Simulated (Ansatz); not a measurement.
Single-point calculation of CH₉NOSi₂

- system: CH₉NOSi₂, SMILES C[SiH](N)[SiH2]O
- method: RKS PBE0-D4/def2-TZVPP (Ansatz 0.2.0)

The geometry comes from this level: PBE0-D4/def2-TZVP.

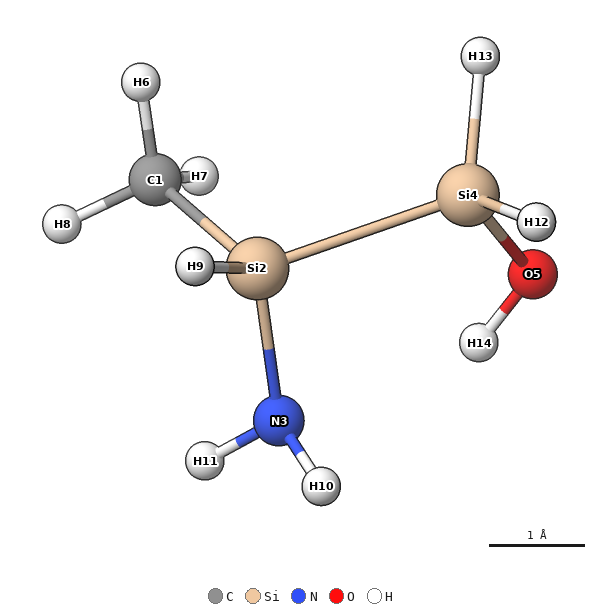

The input geometry (ball-and-stick view, seen at a tilt; atoms are numbered from 1 in the order of the input).

## Results in brief

```tsv
quantity	value
outcome	converged
total energy	−20469.1167 eV
mean-field energy	−20468.8434 eV
dispersion energy	−0.2733 eV
SCF solution under orbital rotations	stable
HOMO	−7.24 eV
LUMO	−0.26 eV
hardware	4 threads of Intel Xeon, 15 GiB of memory available, shared host
wall time	3.2 s (CPU time 12 s)
peak memory	0.91 GiB
```

## The input
```yaml
crystal:
  periodic: [false, false, false]
  atoms:
    - {symbol: C, position_ang: [-1.404806, -0.304305, 1.299631]}
    - {symbol: Si, position_ang: [0.314366, 0.124179, 0.701995]}
    - {symbol: N, position_ang: [1.036091, -1.358477, 0.123462]}
    - {symbol: Si, position_ang: [0.283632, 1.384928, -1.281401]}
    - {symbol: O, position_ang: [0.166514, 0.220444, -2.455975]}
    - {symbol: H, position_ang: [-1.921962, 0.593295, 1.646658]}
    - {symbol: H, position_ang: [-1.998229, -0.747959, 0.496950]}
    - {symbol: H, position_ang: [-1.367954, -1.010910, 2.133444]}
    - {symbol: H, position_ang: [1.064297, 0.770125, 1.824827]}
    - {symbol: H, position_ang: [2.017191, -1.348249, -0.116214]}
    - {symbol: H, position_ang: [0.826655, -2.209480, 0.625585]}
    - {symbol: H, position_ang: [1.513589, 2.207234, -1.478398]}
    - {symbol: H, position_ang: [-0.878325, 2.309825, -1.392456]}
    - {symbol: H, position_ang: [0.336043, -0.659851, -2.099310]}
basis:
  gaussian: {orbitals: def2-TZVPP}
hamiltonian: {xc: pbe0, dispersion: d4}
output: {orbitals: {seedname: orbitals}}
```

Run as:
```bash
ansatz run in.yaml --threads 4 --pin off --events-out ev --progress --plain --max-ram 10444MiB
```

## What the program printed
```
Functional definition: PBE0
  name "PBE0"
  cite "Adamo & Barone, J. Chem. Phys. 110, 6158 (1999) doi:10.1063/1.478522"
  cite "Perdew, Burke & Ernzerhof, Phys. Rev. Lett. 77, 3865 (1996) doi:10.1103/PhysRevLett.77.3865"
  parent pbe
  parameter a = 0.25
  parameter kappa = 0.804
  parameter beta = 0.06672455060314922
  exchange = (1 - a)*pbe_x(kappa = kappa, mu = beta*pi^2/3) + a*exact_x
  correlation = pbe_c(beta = beta)
1599 factors; their error is unknown
mean field evaluation 1: about -20455.0749 eV, gradient 8.6e1 eV
mean field evaluation 2: about -20437.1068 eV, gradient 1.2e2 eV
mean field evaluation 4: about -20468.7114 eV, gradient 6.8e0 eV
mean field evaluation 8: about -20468.8066 eV, gradient 1.6e-1 eV
mean field evaluation 16: about -20468.8434 eV, gradient 1.1e-4 eV
mean field -20468.84336437 eV, -752.2161193603 hartree, gradient 2.1e-5 eV, S^2 0.000000; 0 other end points of the search recorded, 0 dependent functions left out
reference -20468.84340060 eV, -752.2161206916 hartree; 29, 29 occupied and 274, 274 virtual orbitals, 1599 factors
Total energy: -20469.11670451 eV, -752.2261644253 hartree
```

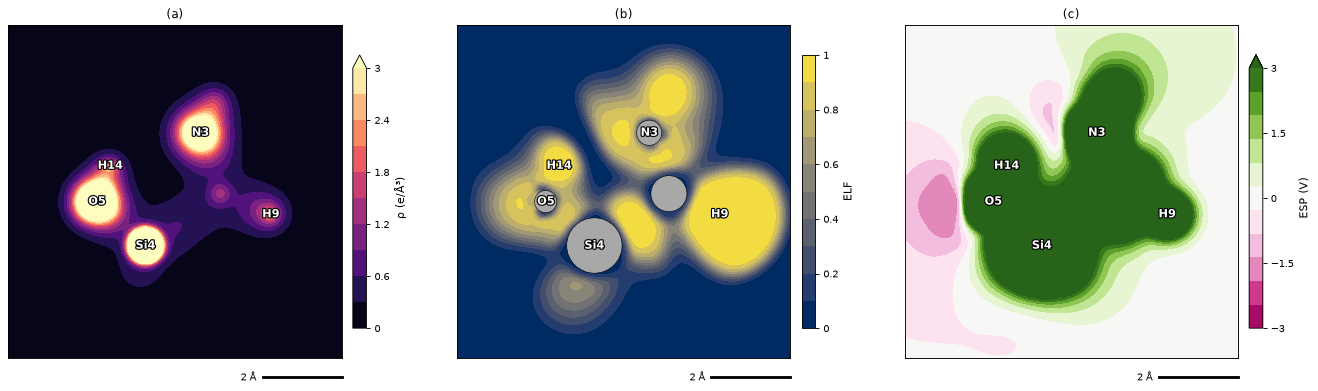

(a) electron density; (b) electron localisation function; (c) electrostatic potential on the plane of atoms Si4, O5 and H14. Grey discs, where drawn, cover atomic cores. Atoms in the plane: N, Si, O and H.

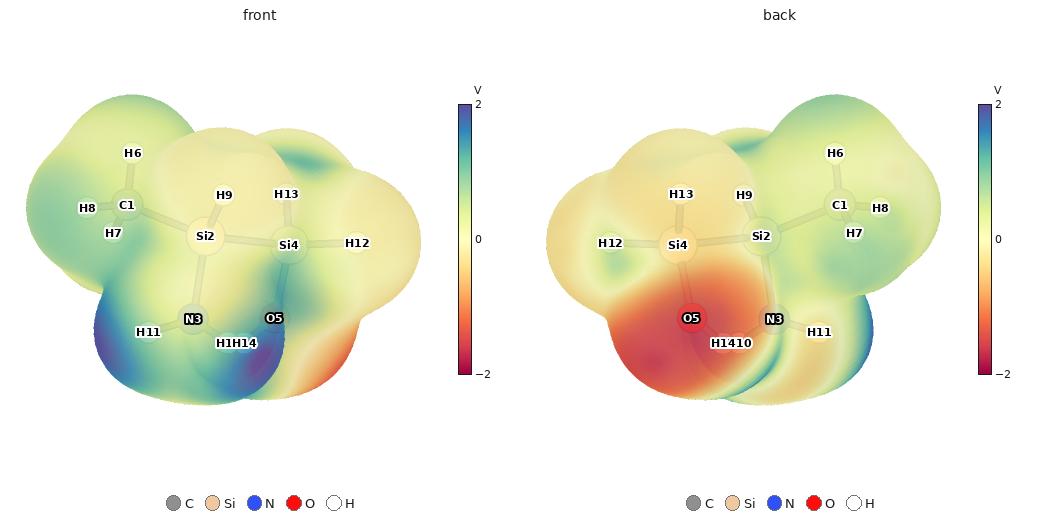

The electrostatic potential painted on the density surface at 0.002 e/bohr³, seen at a tilt and from behind; the colour scale runs from red (negative) to blue (positive).

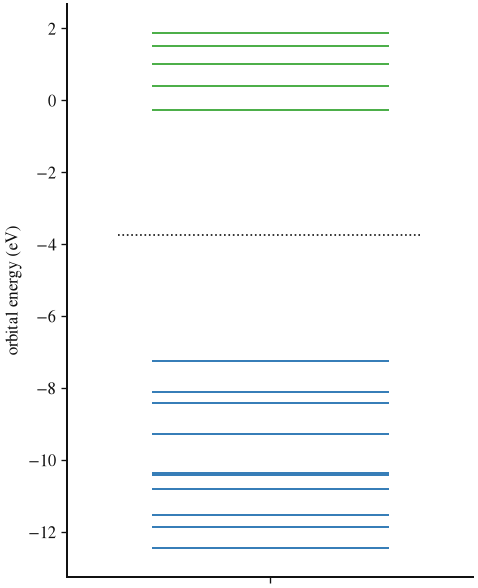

Orbital energies near the frontier; the dotted line parts filled from empty levels, and levels within 0.02 eV of each other stand side by side. Highest filled −7.24 eV, lowest empty −0.26 eV, 6.98 eV apart.
